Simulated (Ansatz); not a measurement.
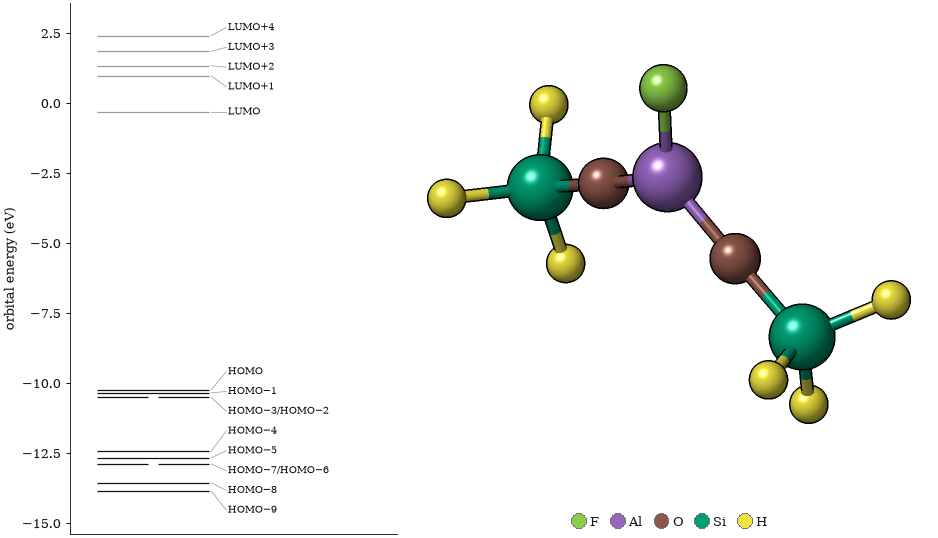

AlSi₂H₆O₂F, SMILES [F][Al]([O][SiH3])[O][SiH3], singlet. Kohn-Sham orbital energies near the frontier, BHLYP/def2-TZVPP in the Ansatz code, at a PBE0-D4/def2-TZVP geometry (with a soft imaginary mode, 6i cm⁻¹), isolated molecule; empty levels in grey, levels within 0.03 eV side by side.

Question: Where do the frontier orbitals lie?

Answer: HOMO at −10.24 eV, LUMO at −0.31 eV, 9.93 eV apart.

Question: How far below the HOMO does the next level lie?

Answer: 0.10 eV.

Question: List the levels.

Answer:
| orbital | energy (eV) |
| --- | --- |
| LUMO+4 | 2.41 |
| LUMO+3 | 1.85 |
| LUMO+2 | 1.34 |
| LUMO+1 | 0.98 |
| LUMO | −0.31 |
| HOMO | −10.24 |
| HOMO−1 | −10.34 |
| HOMO−2 | −10.47 |
| HOMO−3 | −10.50 |
| HOMO−4 | −12.43 |
| HOMO−5 | −12.66 |
| HOMO−6 | −12.88 |
| HOMO−7 | −12.88 |
| HOMO−8 | −13.55 |
| HOMO−9 | −13.84 |

Note: one conformer of a flexible molecule; empty levels above zero depend strongly on the basis.
